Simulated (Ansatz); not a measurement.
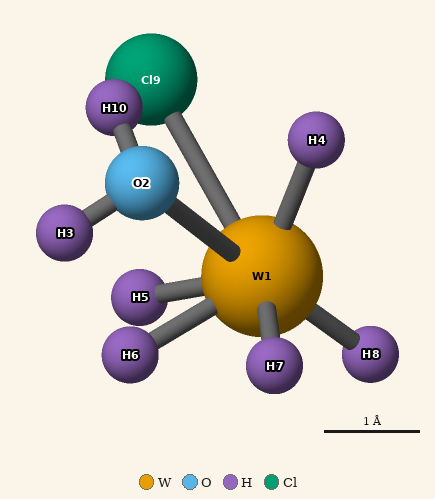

*The structure as given in the input (ball-and-stick view, seen at a tilt; atoms are numbered from 1 in the order of the input). Sticks mark near contacts.*

Bond lengths as drawn: Cl–W 2.50 Å, H–O 0.98 to 0.99 Å, H–W 1.67 to 1.75 Å and O–W 2.55 Å.

**WH7ClO: molecular dynamics (part 1 of 5)**

System: WH7ClO.
Method: RKS PBE/def2-SVP (Ansatz 0.2.0).

It belongs to a series of runs on one base structure; here: dynamics from the highest image of the converged band. Figures and captions count atoms from 1; the log counts them from 0 in places.

**Output**
```
Engine: ansatz 0.2.0, aarch64-unknown-linux-gnu
Functional definition: PBE
  parameter kappa = 0.804
  parameter beta = 0.06672455060314922
  exchange = pbe_x(kappa = kappa, mu = beta*pi^2/3)
  correlation = pbe_c(beta = beta)
1051 factors; their error is unknown
mean field evaluation 1: about -16490.6883 eV, gradient 4.8e1 eV
mean field evaluation 2: about -16421.4068 eV, gradient 1.6e2 eV
mean field evaluation 4: about -16491.6806 eV, gradient 3.7e1 eV
mean field evaluation 8: about -16495.1826 eV, gradient 2.8e-1 eV
mean field evaluation 16: about -16495.1333 eV, gradient 1.1e-3 eV
mean field -16495.13334875 eV, -606.1849697635 hartree, gradient 4.9e-5 eV, S^2 0.000000; 0 other end points of the search recorded, 0 dependent functions left out
the calculation of the forces begins
reference -16495.13341088 eV, -606.1849720467 hartree; 23, 23 occupied and 76, 76 virtual orbitals, 1051 factors
md step     0: t =     0.00 fs  T =   100.0 K  F+E_penalty+E_count = -16495.13334875 eV  E_kin = 0.103408 eV  conserved = -16495.02994075 eV  (32 SCF iters)
these checks for a lower state are left out or cut short: starts, cluster_reference, orbital_swaps, neighbouring_geometries, increment
1051 factors; their error is unknown
mean field -16495.13060377 eV, -606.1848688873 hartree, gradient 1.1e-5 eV, S^2 0.000000; 0 other end points of the search recorded, 0 dependent functions left out
the calculation of the forces begins
reference -16495.13066589 eV, -606.1848711702 hartree; 23, 23 occupied and 76, 76 virtual orbitals, 1051 factors
md step     1: t =     0.50 fs  T =    97.4 K  F+E_penalty+E_count = -16495.13060377 eV  E_kin = 0.100694 eV  conserved = -16495.02991020 eV  (34 SCF iters)
[... from here on the SCF iterations and repeated set-up lines of each step are left out, up to the last step ...]
md step     2: t =     1.00 fs  T =    90.2 K  F+E_penalty+E_count = -16495.12306391 eV  E_kin = 0.093247 eV  conserved = -16495.02981729 eV  (34 SCF iters)
md step     3: t =     1.50 fs  T =    79.8 K  F+E_penalty+E_count = -16495.11220694 eV  E_kin = 0.082517 eV  conserved = -16495.02968962 eV  (33 SCF iters)
md step     4: t =     2.00 fs  T =    68.2 K  F+E_penalty+E_count = -16495.10005122 eV  E_kin = 0.070487 eV  conserved = -16495.02956459 eV  (33 SCF iters)
md step     5: t =     2.50 fs  T =    57.2 K  F+E_penalty+E_count = -16495.08857282 eV  E_kin = 0.059099 eV  conserved = -16495.02947381 eV  (34 SCF iters)
md step     6: t =     3.00 fs  T =    48.1 K  F+E_penalty+E_count = -16495.07921606 eV  E_kin = 0.049786 eV  conserved = -16495.02942983 eV  (34 SCF iters)
md step     7: t =     3.50 fs  T =    41.8 K  F+E_penalty+E_count = -16495.07269459 eV  E_kin = 0.043270 eV  conserved = -16495.02942490 eV  (34 SCF iters)
md step     8: t =     4.00 fs  T =    38.4 K  F+E_penalty+E_count = -16495.06910435 eV  E_kin = 0.039664 eV  conserved = -16495.02944068 eV  (34 SCF iters)
md step     9: t =     4.50 fs  T =    37.5 K  F+E_penalty+E_count = -16495.06820210 eV  E_kin = 0.038741 eV  conserved = -16495.02946131 eV  (35 SCF iters)
md step    10: t =     5.00 fs  T =    38.8 K  F+E_penalty+E_count = -16495.06965272 eV  E_kin = 0.040172 eV  conserved = -16495.02948115 eV  (35 SCF iters)
md step    11: t =     5.50 fs  T =    42.2 K  F+E_penalty+E_count = -16495.07312452 eV  E_kin = 0.043620 eV  conserved = -16495.02950420 eV  (35 SCF iters)
md step    12: t =     6.00 fs  T =    47.1 K  F+E_penalty+E_count = -16495.07823274 eV  E_kin = 0.048694 eV  conserved = -16495.02953852 eV  (35 SCF iters)
md step    13: t =     6.50 fs  T =    53.0 K  F+E_penalty+E_count = -16495.08441387 eV  E_kin = 0.054823 eV  conserved = -16495.02959040 eV  (34 SCF iters)
md step    14: t =     7.00 fs  T =    59.2 K  F+E_penalty+E_count = -16495.09082858 eV  E_kin = 0.061169 eV  conserved = -16495.02965942 eV  (35 SCF iters)
md step    15: t =     7.50 fs  T =    64.4 K  F+E_penalty+E_count = -16495.09636798 eV  E_kin = 0.066631 eV  conserved = -16495.02973687 eV  (35 SCF iters)
md step    16: t =     8.00 fs  T =    67.7 K  F+E_penalty+E_count = -16495.09979263 eV  E_kin = 0.069986 eV  conserved = -16495.02980677 eV  (35 SCF iters)
md step    17: t =     8.50 fs  T =    67.8 K  F+E_penalty+E_count = -16495.09999057 eV  E_kin = 0.070142 eV  conserved = -16495.02984870 eV  (35 SCF iters)
md step    18: t =     9.00 fs  T =    64.3 K  F+E_penalty+E_count = -16495.09629942 eV  E_kin = 0.066455 eV  conserved = -16495.02984445 eV  (33 SCF iters)
md step    19: t =     9.50 fs  T =    57.1 K  F+E_penalty+E_count = -16495.08879197 eV  E_kin = 0.059006 eV  conserved = -16495.02978550 eV  (34 SCF iters)
md step    20: t =    10.00 fs  T =    47.1 K  F+E_penalty+E_count = -16495.07840522 eV  E_kin = 0.048726 eV  conserved = -16495.02967930 eV  (34 SCF iters)
md step    21: t =    10.50 fs  T =    36.0 K  F+E_penalty+E_count = -16495.06681601 eV  E_kin = 0.037266 eV  conserved = -16495.02955031 eV  (34 SCF iters)
md step    22: t =    11.00 fs  T =    25.7 K  F+E_penalty+E_count = -16495.05605495 eV  E_kin = 0.026623 eV  conserved = -16495.02943241 eV  (34 SCF iters)
md step    23: t =    11.50 fs  T =    18.0 K  F+E_penalty+E_count = -16495.04797793 eV  E_kin = 0.018622 eV  conserved = -16495.02935551 eV  (35 SCF iters)
md step    24: t =    12.00 fs  T =    14.0 K  F+E_penalty+E_count = -16495.04380129 eV  E_kin = 0.014468 eV  conserved = -16495.02933314 eV  (35 SCF iters)
md step    25: t =    12.50 fs  T =    14.0 K  F+E_penalty+E_count = -16495.04388664 eV  E_kin = 0.014527 eV  conserved = -16495.02935965 eV  (34 SCF iters)
md step    26: t =    13.00 fs  T =    17.8 K  F+E_penalty+E_count = -16495.04782736 eV  E_kin = 0.018412 eV  conserved = -16495.02941552 eV  (36 SCF iters)
md step    27: t =    13.50 fs  T =    24.4 K  F+E_penalty+E_count = -16495.05474606 eV  E_kin = 0.025267 eV  conserved = -16495.02947944 eV  (35 SCF iters)
md step    28: t =    14.00 fs  T =    33.0 K  F+E_penalty+E_count = -16495.06362846 eV  E_kin = 0.034092 eV  conserved = -16495.02953658 eV  (34 SCF iters)
md step    29: t =    14.50 fs  T =    42.5 K  F+E_penalty+E_count = -16495.07355565 eV  E_kin = 0.043973 eV  conserved = -16495.02958277 eV  (34 SCF iters)
md step    30: t =    15.00 fs  T =    52.4 K  F+E_penalty+E_count = -16495.08377705 eV  E_kin = 0.054155 eV  conserved = -16495.02962179 eV  (34 SCF iters)
md step    31: t =    15.50 fs  T =    61.9 K  F+E_penalty+E_count = -16495.09365769 eV  E_kin = 0.063997 eV  conserved = -16495.02966020 eV  (34 SCF iters)
md step    32: t =    16.00 fs  T =    70.5 K  F+E_penalty+E_count = -16495.10257819 eV  E_kin = 0.072876 eV  conserved = -16495.02970241 eV  (32 SCF iters)
md step    33: t =    16.50 fs  T =    77.5 K  F+E_penalty+E_count = -16495.10986912 eV  E_kin = 0.080122 eV  conserved = -16495.02974673 eV  (34 SCF iters)
md step    34: t =    17.00 fs  T =    82.3 K  F+E_penalty+E_count = -16495.11483888 eV  E_kin = 0.085054 eV  conserved = -16495.02978445 eV  (34 SCF iters)
md step    35: t =    17.50 fs  T =    84.2 K  F+E_penalty+E_count = -16495.11691151 eV  E_kin = 0.087110 eV  conserved = -16495.02980168 eV  (34 SCF iters)
md step    36: t =    18.00 fs  T =    83.2 K  F+E_penalty+E_count = -16495.11584343 eV  E_kin = 0.086059 eV  conserved = -16495.02978462 eV  (33 SCF iters)
md step    37: t =    18.50 fs  T =    79.5 K  F+E_penalty+E_count = -16495.11193871 eV  E_kin = 0.082213 eV  conserved = -16495.02972537 eV  (34 SCF iters)
md step    38: t =    19.00 fs  T =    74.0 K  F+E_penalty+E_count = -16495.10615967 eV  E_kin = 0.076530 eV  conserved = -16495.02962954 eV  (33 SCF iters)
md step    39: t =    19.50 fs  T =    68.2 K  F+E_penalty+E_count = -16495.10003462 eV  E_kin = 0.070518 eV  conserved = -16495.02951690 eV  (34 SCF iters)
md step    40: t =    20.00 fs  T =    63.8 K  F+E_penalty+E_count = -16495.09534518 eV  E_kin = 0.065929 eV  conserved = -16495.02941640 eV  (34 SCF iters)
md step    41: t =    20.50 fs  T =    62.2 K  F+E_penalty+E_count = -16495.09367611 eV  E_kin = 0.064321 eV  conserved = -16495.02935521 eV  (34 SCF iters)
md step    42: t =    21.00 fs  T =    64.4 K  F+E_penalty+E_count = -16495.09599416 eV  E_kin = 0.066646 eV  conserved = -16495.02934818 eV  (35 SCF iters)
md step    43: t =    21.50 fs  T =    70.6 K  F+E_penalty+E_count = -16495.10241701 eV  E_kin = 0.073024 eV  conserved = -16495.02939320 eV  (34 SCF iters)
md step    44: t =    22.00 fs  T =    80.0 K  F+E_penalty+E_count = -16495.11224385 eV  E_kin = 0.082770 eV  conserved = -16495.02947412 eV  (35 SCF iters)
md step    45: t =    22.50 fs  T =    91.5 K  F+E_penalty+E_count = -16495.12420395 eV  E_kin = 0.094635 eV  conserved = -16495.02956860 eV  (35 SCF iters)
md step    46: t =    23.00 fs  T =   103.6 K  F+E_penalty+E_count = -16495.13680677 eV  E_kin = 0.107151 eV  conserved = -16495.02965561 eV  (34 SCF iters)
md step    47: t =    23.50 fs  T =   115.0 K  F+E_penalty+E_count = -16495.14867228 eV  E_kin = 0.118951 eV  conserved = -16495.02972090 eV  (34 SCF iters)
md step    48: t =    24.00 fs  T =   124.7 K  F+E_penalty+E_count = -16495.15875697 eV  E_kin = 0.128998 eV  conserved = -16495.02975871 eV  (34 SCF iters)
md step    49: t =    24.50 fs  T =   132.2 K  F+E_penalty+E_count = -16495.16644672 eV  E_kin = 0.136676 eV  conserved = -16495.02977092 eV  (33 SCF iters)
md step    50: t =    25.00 fs  T =   137.1 K  F+E_penalty+E_count = -16495.17153461 eV  E_kin = 0.141772 eV  conserved = -16495.02976251 eV  (33 SCF iters)
md step    51: t =    25.50 fs  T =   139.6 K  F+E_penalty+E_count = -16495.17414044 eV  E_kin = 0.144401 eV  conserved = -16495.02973921 eV  (33 SCF iters)
md step    52: t =    26.00 fs  T =   140.1 K  F+E_penalty+E_count = -16495.17462653 eV  E_kin = 0.144923 eV  conserved = -16495.02970360 eV  (33 SCF iters)
md step    53: t =    26.50 fs  T =   139.2 K  F+E_penalty+E_count = -16495.17355607 eV  E_kin = 0.143900 eV  conserved = -16495.02965572 eV  (32 SCF iters)
md step    54: t =    27.00 fs  T =   137.4 K  F+E_penalty+E_count = -16495.17169511 eV  E_kin = 0.142101 eV  conserved = -16495.02959438 eV  (32 SCF iters)
md step    55: t =    27.50 fs  T =   135.9 K  F+E_penalty+E_count = -16495.17002619 eV  E_kin = 0.140505 eV  conserved = -16495.02952129 eV  (33 SCF iters)
md step    56: t =    28.00 fs  T =   135.6 K  F+E_penalty+E_count = -16495.16971495 eV  E_kin = 0.140271 eV  conserved = -16495.02944432 eV  (33 SCF iters)
md step    57: t =    28.50 fs  T =   137.9 K  F+E_penalty+E_count = -16495.17198495 eV  E_kin = 0.142608 eV  conserved = -16495.02937680 eV  (33 SCF iters)
md step    58: t =    29.00 fs  T =   143.7 K  F+E_penalty+E_count = -16495.17790958 eV  E_kin = 0.148577 eV  conserved = -16495.02933308 eV  (32 SCF iters)
md step    59: t =    29.50 fs  T =   153.6 K  F+E_penalty+E_count = -16495.18818889 eV  E_kin = 0.158866 eV  conserved = -16495.02932255 eV  (35 SCF iters)
md step    60: t =    30.00 fs  T =   167.9 K  F+E_penalty+E_count = -16495.20300300 eV  E_kin = 0.173657 eV  conserved = -16495.02934596 eV  (33 SCF iters)
md step    61: t =    30.50 fs  T =   186.3 K  F+E_penalty+E_count = -16495.22199656 eV  E_kin = 0.192600 eV  conserved = -16495.02939669 eV  (32 SCF iters)
md step    62: t =    31.00 fs  T =   207.8 K  F+E_penalty+E_count = -16495.24437912 eV  E_kin = 0.214915 eV  conserved = -16495.02946432 eV  (33 SCF iters)
md step    63: t =    31.50 fs  T =   231.7 K  F+E_penalty+E_count = -16495.26908732 eV  E_kin = 0.239549 eV  conserved = -16495.02953797 eV  (33 SCF iters)
md step    64: t =    32.00 fs  T =   256.6 K  F+E_penalty+E_count = -16495.29496101 eV  E_kin = 0.265354 eV  conserved = -16495.02960716 eV  (33 SCF iters)
md step    65: t =    32.50 fs  T =   281.7 K  F+E_penalty+E_count = -16495.32091379 eV  E_kin = 0.291252 eV  conserved = -16495.02966224 eV  (33 SCF iters)
md step    66: t =    33.00 fs  T =   306.0 K  F+E_penalty+E_count = -16495.34608510 eV  E_kin = 0.316388 eV  conserved = -16495.02969660 eV  (33 SCF iters)
md step    67: t =    33.50 fs  T =   329.0 K  F+E_penalty+E_count = -16495.36994764 eV  E_kin = 0.340240 eV  conserved = -16495.02970778 eV  (33 SCF iters)
md step    68: t =    34.00 fs  T =   350.7 K  F+E_penalty+E_count = -16495.39234795 eV  E_kin = 0.362650 eV  conserved = -16495.02969769 eV  (32 SCF iters)
md step    69: t =    34.50 fs  T =   371.2 K  F+E_penalty+E_count = -16495.41347711 eV  E_kin = 0.383806 eV  conserved = -16495.02967103 eV  (32 SCF iters)
md step    70: t =    35.00 fs  T =   390.8 K  F+E_penalty+E_count = -16495.43379710 eV  E_kin = 0.404164 eV  conserved = -16495.02963350 eV  (33 SCF iters)
md step    71: t =    35.50 fs  T =   410.4 K  F+E_penalty+E_count = -16495.45395492 eV  E_kin = 0.424365 eV  conserved = -16495.02958976 eV  (32 SCF iters)
md step    72: t =    36.00 fs  T =   430.5 K  F+E_penalty+E_count = -16495.47470564 eV  E_kin = 0.445161 eV  conserved = -16495.02954500 eV  (32 SCF iters)
md step    73: t =    36.50 fs  T =   451.9 K  F+E_penalty+E_count = -16495.49683109 eV  E_kin = 0.467325 eV  conserved = -16495.02950577 eV  (33 SCF iters)
md step    74: t =    37.00 fs  T =   475.3 K  F+E_penalty+E_count = -16495.52103172 eV  E_kin = 0.491550 eV  conserved = -16495.02948187 eV  (32 SCF iters)
md step    75: t =    37.50 fs  T =   501.2 K  F+E_penalty+E_count = -16495.54777512 eV  E_kin = 0.518291 eV  conserved = -16495.02948370 eV  (33 SCF iters)
md step    76: t =    38.00 fs  T =   529.6 K  F+E_penalty+E_count = -16495.57713296 eV  E_kin = 0.547614 eV  conserved = -16495.02951848 eV  (34 SCF iters)
md step    77: t =    38.50 fs  T =   560.0 K  F+E_penalty+E_count = -16495.60867216 eV  E_kin = 0.579087 eV  conserved = -16495.02958556 eV  (33 SCF iters)
md step    78: t =    39.00 fs  T =   591.6 K  F+E_penalty+E_count = -16495.64146627 eV  E_kin = 0.611791 eV  conserved = -16495.02967538 eV  (31 SCF iters)
md step    79: t =    39.50 fs  T =   623.2 K  F+E_penalty+E_count = -16495.67423578 eV  E_kin = 0.644461 eV  conserved = -16495.02977459 eV  (34 SCF iters)
md step    80: t =    40.00 fs  T =   653.4 K  F+E_penalty+E_count = -16495.70554899 eV  E_kin = 0.675678 eV  conserved = -16495.02987135 eV  (32 SCF iters)
md step    81: t =    40.50 fs  T =   680.8 K  F+E_penalty+E_count = -16495.73399861 eV  E_kin = 0.704040 eV  conserved = -16495.02995877 eV  (31 SCF iters)
md step    82: t =    41.00 fs  T =   704.3 K  F+E_penalty+E_count = -16495.75831175 eV  E_kin = 0.728280 eV  conserved = -16495.03003211 eV  (31 SCF iters)
md step    83: t =    41.50 fs  T =   722.7 K  F+E_penalty+E_count = -16495.77742465 eV  E_kin = 0.747339 eV  conserved = -16495.03008582 eV  (31 SCF iters)
md step    84: t =    42.00 fs  T =   735.4 K  F+E_penalty+E_count = -16495.79056847 eV  E_kin = 0.760456 eV  conserved = -16495.03011295 eV  (31 SCF iters)
md step    85: t =    42.50 fs  T =   742.0 K  F+E_penalty+E_count = -16495.79737372 eV  E_kin = 0.767265 eV  conserved = -16495.03010824 eV  (31 SCF iters)
md step    86: t =    43.00 fs  T =   742.6 K  F+E_penalty+E_count = -16495.79795057 eV  E_kin = 0.767879 eV  conserved = -16495.03007179 eV  (32 SCF iters)
md step    87: t =    43.50 fs  T =   737.7 K  F+E_penalty+E_count = -16495.79289427 eV  E_kin = 0.762885 eV  conserved = -16495.03000901 eV  (32 SCF iters)
md step    88: t =    44.00 fs  T =   728.5 K  F+E_penalty+E_count = -16495.78320518 eV  E_kin = 0.753276 eV  conserved = -16495.02992921 eV  (31 SCF iters)
md step    89: t =    44.50 fs  T =   715.9 K  F+E_penalty+E_count = -16495.77014834 eV  E_kin = 0.740306 eV  conserved = -16495.02984281 eV  (32 SCF iters)
md step    90: t =    45.00 fs  T =   701.4 K  F+E_penalty+E_count = -16495.75509272 eV  E_kin = 0.725333 eV  conserved = -16495.02976009 eV  (32 SCF iters)
md step    91: t =    45.50 fs  T =   686.3 K  F+E_penalty+E_count = -16495.73935168 eV  E_kin = 0.709661 eV  conserved = -16495.02969063 eV  (32 SCF iters)
md step    92: t =    46.00 fs  T =   671.5 K  F+E_penalty+E_count = -16495.72402973 eV  E_kin = 0.694387 eV  conserved = -16495.02964306 eV  (33 SCF iters)
md step    93: t =    46.50 fs  T =   657.8 K  F+E_penalty+E_count = -16495.70988316 eV  E_kin = 0.680260 eV  conserved = -16495.02962326 eV  (33 SCF iters)
md step    94: t =    47.00 fs  T =   645.6 K  F+E_penalty+E_count = -16495.69723072 eV  E_kin = 0.667600 eV  conserved = -16495.02963037 eV  (33 SCF iters)
md step    95: t =    47.50 fs  T =   634.7 K  F+E_penalty+E_count = -16495.68597285 eV  E_kin = 0.656319 eV  conserved = -16495.02965399 eV  (32 SCF iters)
md step    96: t =    48.00 fs  T =   624.8 K  F+E_penalty+E_count = -16495.67575264 eV  E_kin = 0.646075 eV  conserved = -16495.02967761 eV  (32 SCF iters)
md step    97: t =    48.50 fs  T =   615.5 K  F+E_penalty+E_count = -16495.66620817 eV  E_kin = 0.636521 eV  conserved = -16495.02968670 eV  (33 SCF iters)
md step    98: t =    49.00 fs  T =   606.8 K  F+E_penalty+E_count = -16495.65719011 eV  E_kin = 0.627513 eV  conserved = -16495.02967754 eV  (33 SCF iters)
md step    99: t =    49.50 fs  T =   598.8 K  F+E_penalty+E_count = -16495.64881671 eV  E_kin = 0.619158 eV  conserved = -16495.02965911 eV  (32 SCF iters)
md step   100: t =    50.00 fs  T =   591.5 K  F+E_penalty+E_count = -16495.64134011 eV  E_kin = 0.611694 eV  conserved = -16495.02964589 eV  (31 SCF iters)
md step   101: t =    50.50 fs  T =   585.3 K  F+E_penalty+E_count = -16495.63493029 eV  E_kin = 0.605283 eV  conserved = -16495.02964705 eV  (32 SCF iters)
md step   102: t =    51.00 fs  T =   580.1 K  F+E_penalty+E_count = -16495.62953794 eV  E_kin = 0.599878 eV  conserved = -16495.02966020 eV  (32 SCF iters)
md step   103: t =    51.50 fs  T =   575.6 K  F+E_penalty+E_count = -16495.62493082 eV  E_kin = 0.595258 eV  conserved = -16495.02967320 eV  (32 SCF iters)
md step   104: t =    52.00 fs  T =   571.7 K  F+E_penalty+E_count = -16495.62087341 eV  E_kin = 0.591200 eV  conserved = -16495.02967325 eV  (31 SCF iters)
md step   105: t =    52.50 fs  T =   568.3 K  F+E_penalty+E_count = -16495.61732892 eV  E_kin = 0.587677 eV  conserved = -16495.02965235 eV  (32 SCF iters)
md step   106: t =    53.00 fs  T =   565.7 K  F+E_penalty+E_count = -16495.61457883 eV  E_kin = 0.584966 eV  conserved = -16495.02961257 eV  (31 SCF iters)
md step   107: t =    53.50 fs  T =   564.4 K  F+E_penalty+E_count = -16495.61320363 eV  E_kin = 0.583641 eV  conserved = -16495.02956277 eV  (31 SCF iters)
md step   108: t =    54.00 fs  T =   565.2 K  F+E_penalty+E_count = -16495.61394436 eV  E_kin = 0.584427 eV  conserved = -16495.02951709 eV  (31 SCF iters)
md step   109: t =    54.50 fs  T =   568.6 K  F+E_penalty+E_count = -16495.61748105 eV  E_kin = 0.587989 eV  conserved = -16495.02949160 eV  (32 SCF iters)
md step   110: t =    55.00 fs  T =   575.1 K  F+E_penalty+E_count = -16495.62417972 eV  E_kin = 0.594679 eV  conserved = -16495.02950104 eV  (33 SCF iters)
md step   111: t =    55.50 fs  T =   584.4 K  F+E_penalty+E_count = -16495.63386747 eV  E_kin = 0.604315 eV  conserved = -16495.02955285 eV  (32 SCF iters)
md step   112: t =    56.00 fs  T =   595.8 K  F+E_penalty+E_count = -16495.64571847 eV  E_kin = 0.616075 eV  conserved = -16495.02964351 eV  (32 SCF iters)
md step   113: t =    56.50 fs  T =   607.9 K  F+E_penalty+E_count = -16495.65832194 eV  E_kin = 0.628566 eV  conserved = -16495.02975547 eV  (30 SCF iters)
md step   114: t =    57.00 fs  T =   619.0 K  F+E_penalty+E_count = -16495.66995981 eV  E_kin = 0.640098 eV  conserved = -16495.02986209 eV  (31 SCF iters)
md step   115: t =    57.50 fs  T =   627.7 K  F+E_penalty+E_count = -16495.67901675 eV  E_kin = 0.649079 eV  conserved = -16495.02993824 eV  (31 SCF iters)
md step   116: t =    58.00 fs  T =   632.8 K  F+E_penalty+E_count = -16495.68435897 eV  E_kin = 0.654387 eV  conserved = -16495.02997243 eV  (31 SCF iters)
md step   117: t =    58.50 fs  T =   633.9 K  F+E_penalty+E_count = -16495.68550659 eV  E_kin = 0.655535 eV  conserved = -16495.02997116 eV  (31 SCF iters)
md step   118: t =    59.00 fs  T =   631.1 K  F+E_penalty+E_count = -16495.68253106 eV  E_kin = 0.652578 eV  conserved = -16495.02995307 eV  (31 SCF iters)
```
